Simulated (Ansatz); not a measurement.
**Abstraction of Cl: Si2H3Cl3 + SnCl3 → Si2H3Cl2 + SnCl4**

Species: Si2H3Cl3 `Cl[SiH2][SiH](Cl)Cl`, singlet; SnCl3 `[Cl][Sn]([Cl])[Cl]`, doublet; Si2H3Cl2 `Cl[SiH][SiH2]Cl`, doublet; SnCl4 `[Cl][Sn]([Cl])([Cl])[Cl]`, singlet. A radical takes Cl: the energy is the difference in strength between the Si–Cl bond broken and the Sn–Cl bond made.

Shapes, held fixed at every level: PBE0-D4/def2-TZVP. Flexible molecules stand in one conformer, not always the lowest. Programs: Ansatz 0.2.0. Electronic energies: no zero-point or thermal term.

| level | kind | ΔE (kJ/mol) | less CCSD(T)/def2-TZVPP |
| --- | --- | --- | --- |
| MP2/def2-SVP | perturbation theory | +86.3 | -9.4 |
| MP2/def2-TZVPP | perturbation theory | +97.3 | +1.6 |
| HF/def2-TZVPP | Hartree–Fock | +86.6 | -9.1 |
| SPW92/def2-TZVPP | LDA | +115.7 | +20.0 |
| BHLYP-D4/def2-TZVPP | global hybrid | +103.6 | +7.9 |
| B2PLYP/def2-TZVPP | double hybrid | +106.8 | +11.1 |
| CCSD(T)/def2-SVP | coupled cluster or CI | +86.0 | -9.7 |
| CCSD(T)/def2-TZVPP | coupled cluster or CI | +95.7 | 0.0 |

The highest level, CCSD(T)/def2-TZVPP, gives ΔE = +95.7 kJ/mol; the levels span +86.0 to +115.7. The column of differences is taken from that level and isn't an error. No measured value is set beside it here. Open shells run unrestricted. For atoms past krypton def2 sets carry core potentials with scalar relativity. Outer-core shells of Sn are correlated, in sets that cover them unevenly.

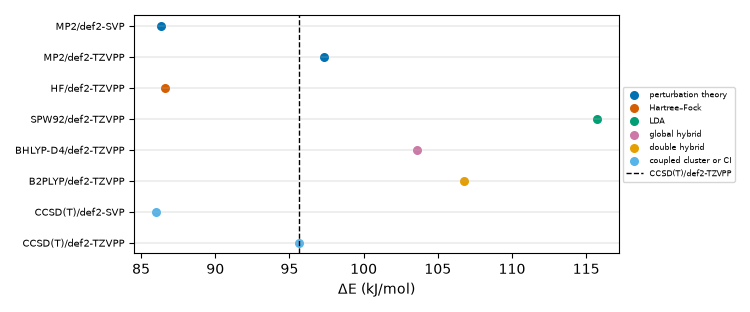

The values of the table, level by level.
